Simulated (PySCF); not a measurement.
# quartet GaClF: UHF/cc-pVDZ

Aim: the energy of quartet GaClF. The job is set up through a Python script.

Program for the calculation: PySCF 2.14.0.

11 further runs of the same task are left out: 11 set aside as unsound or not needed.

## (1) The molecule

GaClF: 3 atoms, total charge 0, spin state quartet. SMILES of the parent species: `[F][Ga][Cl]`. The coordinates come from a PBE0-D4/def2-TZVP relaxation. That shape belongs to the parent species and isn't relaxed for this state.

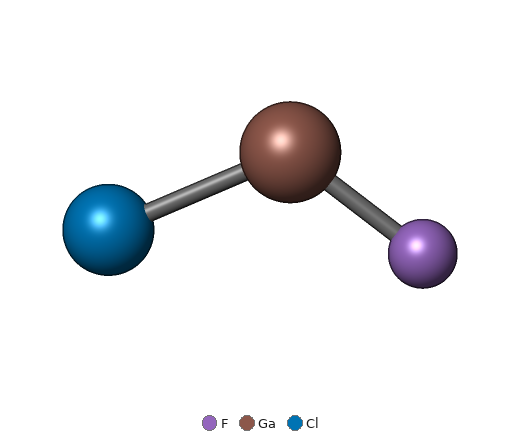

The structure, seen from a chosen angle (fluorine purple, gallium brown, chlorine blue).

## (2) The energy at UHF/cc-pVDZ

calc.py

```python
from pyscf import gto, scf

mol = gto.M(
    atom='''
F   -1.421100   0.295900  -0.754800
Ga   0.066400   0.649600   0.112200
Cl   1.343900  -1.010300   0.629300
''',
    basis='cc-pvdz',
    spin=3,
    max_memory=1860,
    verbose=3,
)

mf = scf.UHF(mol)
mf.conv_tol = 1e-10
mf.kernel()

etot = mf.e_tot
print('E(%s) = %.9f' % ('HF', etot))
```

On the command line:

```sh
$ OMP_NUM_THREADS=1 python calc.py
```

Output:

```text
WARN: HOMO 0.035745924974655 >= LUMO -0.464068662849694

WARN: HOMO -0.200331300999717 >= LUMO -0.243427976011926

converged SCF energy = -2482.03242255868  <S^2> = 3.7591354  2S+1 = 4.0045651
E(HF) = -2482.032422559
```

Run time: 1.4 s. Hardware: 1 thread of Arm Neoverse V1, shared host; peak memory 0.11 GiB.

## (3) Outcome

Level: UHF/cc-pVDZ.

```
                          quantity           value
                      total energy  -2482.03242 Eh
                     dipole moment          5.45 D
HOMO energy (highest over α and β)        -5.78 eV
 LUMO energy (lowest over α and β)        -3.81 eV
                              ⟨S²⟩           3.759
```

In words: Mulliken charges run from -0.54 on F1 to +0.29 on Cl3.
